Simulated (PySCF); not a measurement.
SMILES [OH][Sn]([I])([I])[I] (HI3OSn) at its PBE0/def2-SVP optimised geometry (Å):

```
6

O     -1.3326    -2.1637     1.6771
Sn    -0.8417    -1.2483     0.0000
I     -1.8224     1.2483     0.0000
I      1.8224    -1.2483     0.0000
I     -1.8282    -2.5970    -2.0989
H     -2.2900    -2.2431     1.7846
```

Level of theory: PBE0/def2-TZVP, def2 effective core potentials past Kr in PySCF. The core electrons that the potentials of I, Sn replace are not part of the density.

Map of the Laplacian of the electron density (e/bohr⁵) on the plane z = 1.0 Å:

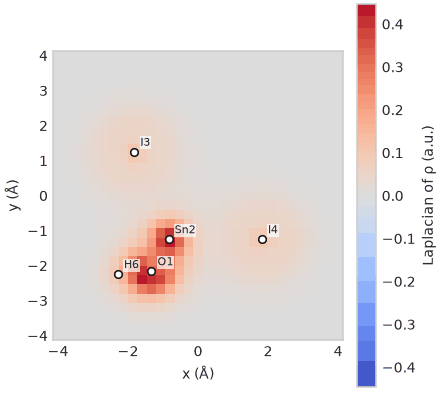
Fig. 1. Laplacian of the electron density (e/bohr⁵) on the plane z = 1.0 Å.
